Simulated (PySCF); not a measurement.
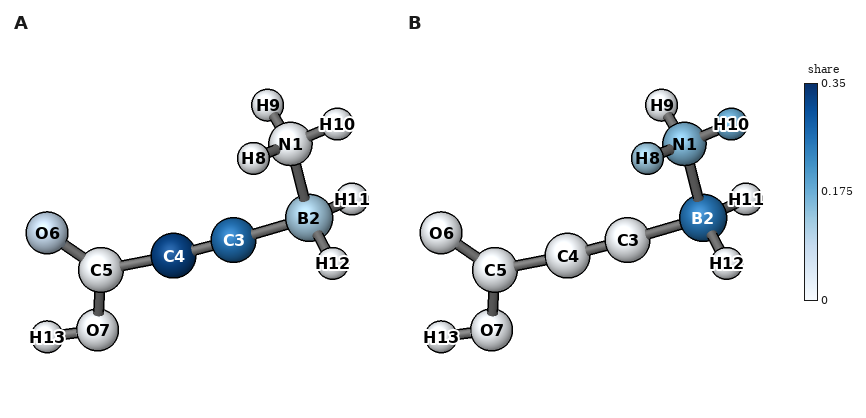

Each panel colours the atoms by their Löwdin share in one orbital (up to four of the largest shares; other atoms are shown as zero). The geometry was computed by an optimisation with GFN2-xTB. No frequency run is at hand to confirm it as a minimum. Method: CAM-B3LYP/def2-SVPD (PySCF 2.14.0).

The panels show the HOMO, LUMO, in some order. Which is which?

Answer. A: HOMO, −8.83 eV; C4 0.32, C3 0.26, B2 0.12, O6 0.09
B: LUMO, 0.10 eV; B2 0.26, H10 0.17, N1 0.16, H8 0.13

The geometry is semi-empirical. Around B such bond lengths and angles can be off by a tenth of an ångström or more and by several degrees, and values that hang on the shape move with them.
